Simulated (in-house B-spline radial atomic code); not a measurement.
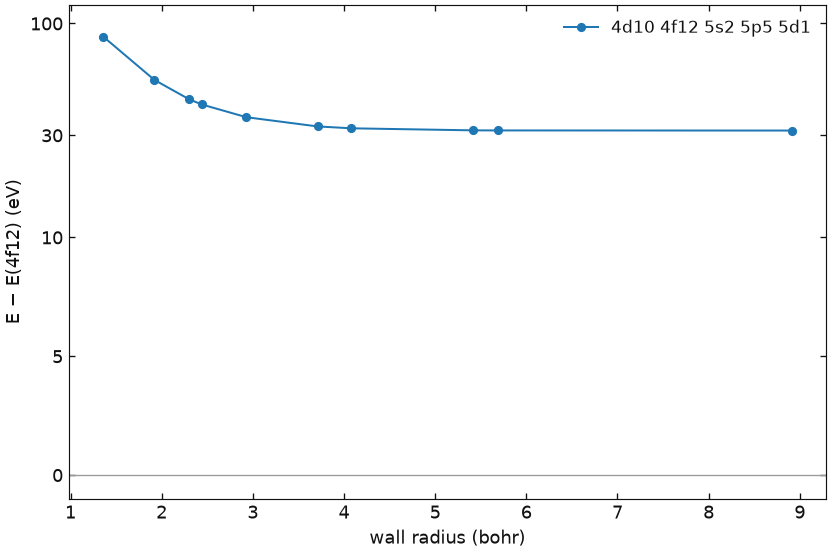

The Tm³⁺ ion in the configuration [Xe] 4f12 (open shells shared over both j by 2j + 1). It is put inside a hard spherical wall of varying radius. Level of theory: Dirac-Hartree-Fock, average of configuration, Fermi nucleus, hard spherical wall, basis-set limit. Computed with an in-house B-spline radial code. The plot shows the energy of another filling against the starting one at the same radius, on a scale that is linear within ±10 eV and logarithmic beyond.

Does confinement change the order of these fillings?

Answer. Against 4f12: 4d10 4f12 5s2 5p5 5d1 lies 31.5 eV above it at 8.91 bohr and never crosses it, ending at 86.6 eV at 1.36 bohr. At the tightest wall the lowest of the fillings run is 4f12; others weren't tried.
